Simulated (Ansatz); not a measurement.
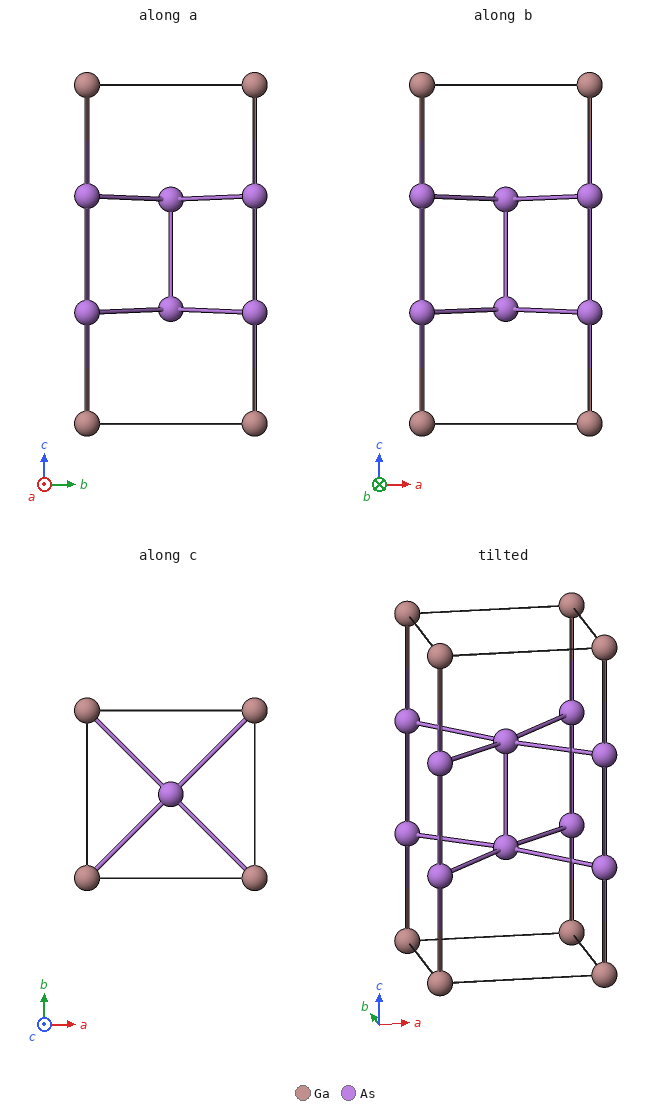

Ball-and-stick drawing of the structure, looking along the a axis, along the b axis, along the c axis and slightly off an axis. The conventional unit cell is outlined; an atom on or near a face, edge or corner is repeated at each equivalent position.

Lattice parameters: a = 3.887 Å, b = 3.887 Å, c = 7.851 Å, α = 90.00°, β = 90.00°, γ = 90.00°. Put a along x and b in the xy plane.

Q: Write down what is shown as a POSCAR file, with free fractional coordinates to two decimals.

A:
```
Ga As
1.0
     3.887    0.000    0.000
     0.000    3.887    0.000
     0.000    0.000    7.851
Ga As
1 4
Direct
  0.00 0.00 0.00
  0.50 0.50 0.66
  0.50 0.50 0.34
  0.00 0.00 0.33
  0.00 0.00 0.67
```

Provenance: a random cell made by a generator, so it need not be a real form of the compound. Earlier steps of the study, as a rule a relaxation of our own, may have changed the cell and positions, so they can lie some per cent off the listed ones. A calculation with Ansatz used it as input.
